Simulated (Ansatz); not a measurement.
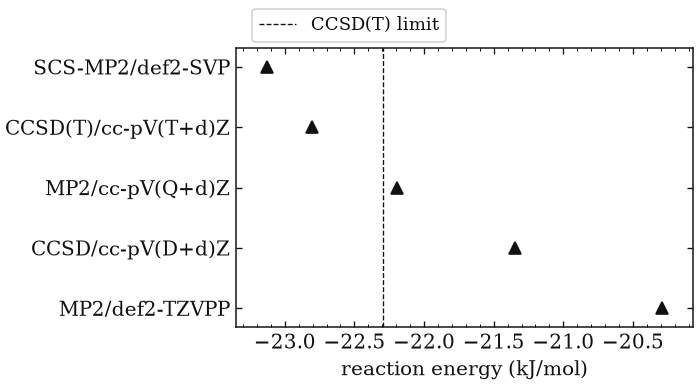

Electronic reaction energy of Si₂H₄O₂ (O[Si]O[SiH3]) [singlet] + HF (F) → SiHOF (O[Si]F) [singlet] + SiH₄O (O[SiH3]) (SMILES in brackets) at several levels (functionals in def2-TZVPP unless a basis is named), isolated molecules at PBE0-D4 triple-zeta geometries, minima by their frequencies, no zero-point or thermal terms, the Ansatz code. The line is frozen-core CCSD(T) at the basis limit (MP2 extrapolated from triple and quadruple zeta, plus CCSD(T) less MP2 in a smaller set). The distance of SCS-MP2/def2-SVP, CCSD(T)/cc-pV(T+d)Z, MP2/cc-pV(Q+d)Z, CCSD/cc-pV(D+d)Z and MP2/def2-TZVPP to the limit includes basis error.

Question: What range do the values span, the line included?

Answer: From −23.1 kJ/mol (SCS-MP2/def2-SVP) to −20.3 kJ/mol (MP2/def2-TZVPP).

Question: Give the values.

Answer:
```tsv
level	kJ/mol	less CCSD(T) limit
SCS-MP2/def2-SVP	−23.1	−0.8
CCSD(T)/cc-pV(T+d)Z	−22.8	−0.5
MP2/cc-pV(Q+d)Z	−22.2	0.1
CCSD/cc-pV(D+d)Z	−21.3	0.9
MP2/def2-TZVPP	−20.3	2.0
CCSD(T) limit	−22.3	0.0
```

Caveats: one conformer of each flexible molecule.
